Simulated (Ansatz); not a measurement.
H$_{2}$NP

Input file:

```
crystal:
  periodic: [false, false, false]
  atoms:
    - {symbol: "N", position_ang: [-1.962851, 0.368155, 1.065902]}
    - {symbol: P, position_ang: [-3.216853, 0.369079, 0.104679]}
    - {symbol: H, position_ang: [-2.084821, 1.080467, 1.790626]}
    - {symbol: H, position_ang: [-2.795305, -0.684981, -0.782504]}
basis:
  gaussian: {orbitals: def2-TZVPD}
hamiltonian: {xc: {name: PBE0}}
output: {forces: true, orbitals: {seedname: orbitals}}
```

Command:

```sh
ansatz run input.yaml --threads 1 --pin off --max-ram 2610MiB --events-out events.jsonl --progress --plain --runs-dir runs
```

Geometry: r2SCAN-D4/def2-TZVP.

Method: isolated molecule in a Gaussian basis; Kohn-Sham density functional theory, functional PBE0 in Ansatz.

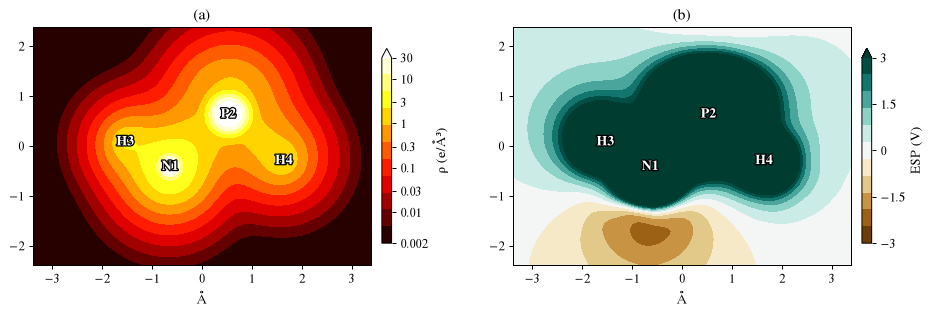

Figure 1. (a) electron density; (b) molecular electrostatic potential on the molecular plane.

> What does the map show?

- The section cuts through N, P and H sites.
- P–N (1.58 Å): the density is about 1.7 e/Å³ at the midpoint.
- N–H (1.02 Å): the density is about 2.8 e/Å³ at the midpoint.
- P–H (1.44 Å): ρ is about 1.1 e/Å³ halfway.
- Outside the dense part of the molecule the potential is most negative (−2.1 V) near N1.

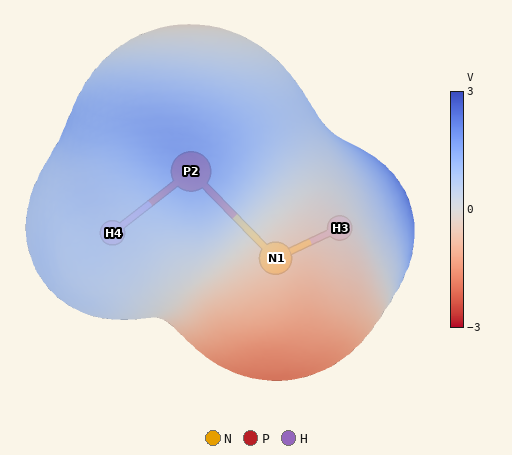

Figure 2. The electrostatic potential painted on the density surface at 0.004 e/bohr³, seen at a tilt; red is negative and blue positive.

> Which sites attract a positive test charge, and which a negative one?

A positive charge is drawn to the negative regions and a negative charge to the positive ones. The most negative region (about −1.9 V) lies over N1, the most positive (about +2.5 V) over H3. N1 is the likeliest acceptor of a hydrogen bond.

> How polar is the molecule by this calculation?

Its dipole moment is 1.26 D.

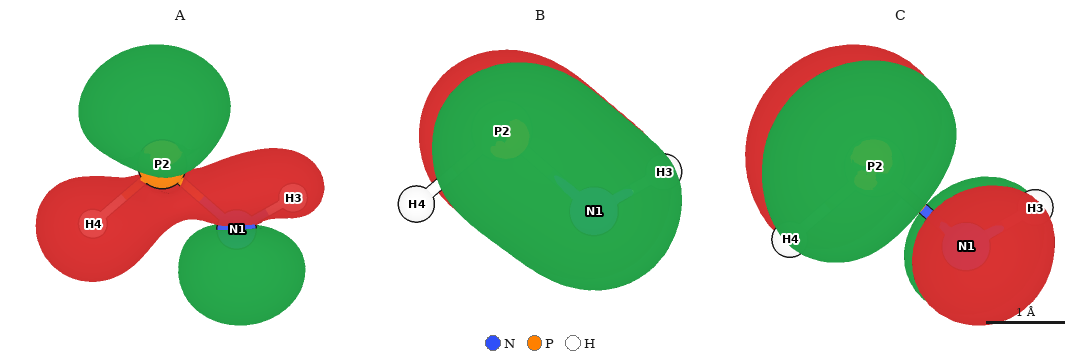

Figure 3. Three frontier orbitals at ±0.1 Å⁻³ᐟ² (green and red are the two phases), in no order.

> Which picture is the HOMO−1, the HOMO and the LUMO?

B is the HOMO−1 (−9.20 eV). Its weight (Hirshfeld) is mainly on N1 (about 50 %) and P2 (about 40 %); it changes sign across the molecular plane (π type); π-bonding across N1–P2. A is the HOMO (−7.29 eV). Its weight (Hirshfeld) is mainly on P2 (about 45 %), N1 (about 40 %) and H4 (about 10 %); it is symmetric in the molecular plane (an in-plane orbital: σ, lone-pair or in-plane π type). C is the LUMO (−2.59 eV). By Hirshfeld shares it lies mainly on P2 (about 65 %) and N1 (about 30 %); it changes sign across the molecular plane (π type); π-antibonding (a node) across N1–P2.

> What is the HOMO–LUMO gap?

4.70 eV between the orbital energies.

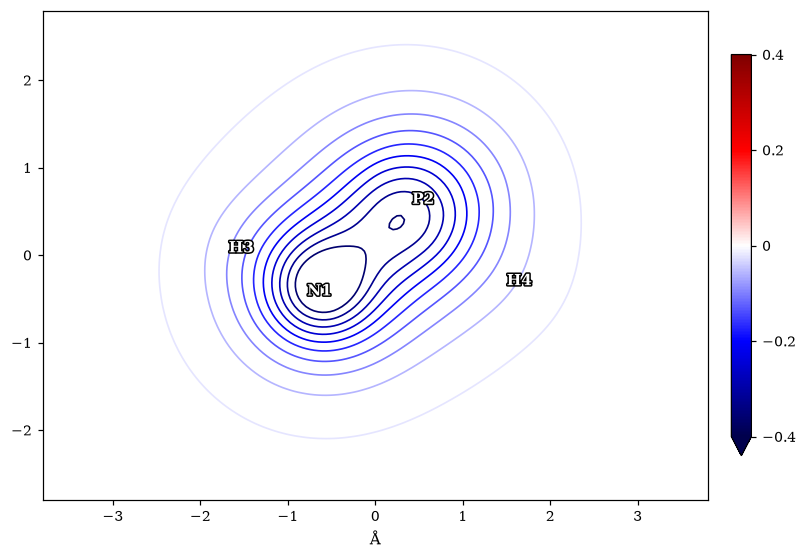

Figure 4. The HOMO−1 on a plane 0.8 Å above the molecular plane (values in Å⁻³ᐟ²; the overall sign is arbitrary).

> Where does this orbital lie, and at what energy?

By Hirshfeld shares it lies mainly on N1 (about 50 %) and P2 (about 40 %); it changes sign across the molecular plane (π type); π-bonding across N1–P2. Its energy is −9.20 eV.
